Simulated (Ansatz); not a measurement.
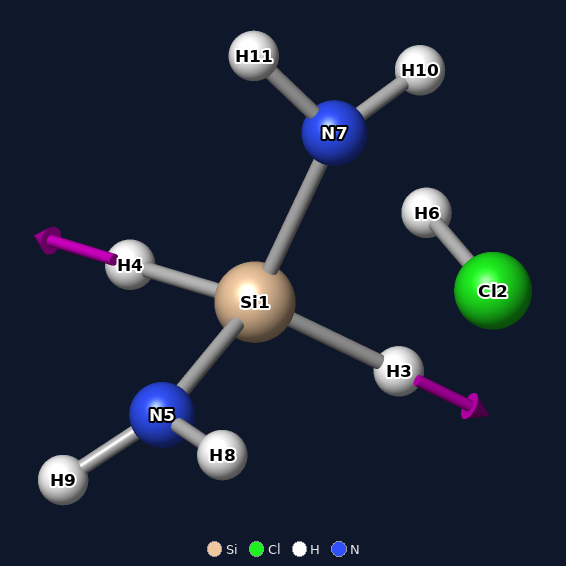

The arrows show one normal mode. Harmonic vibrations computed with RKS PBE0-D4/def2-TZVP (Ansatz 0.2.0) at a stationary point of the same level.

Q: What kind of motion is it?

A: Mostly in-phase stretching of 2 Si–H bonds.

Q: Estimate its harmonic wavenumber.

A: 2220 cm⁻¹; it is mode 23 of 27 counted from the lowest.
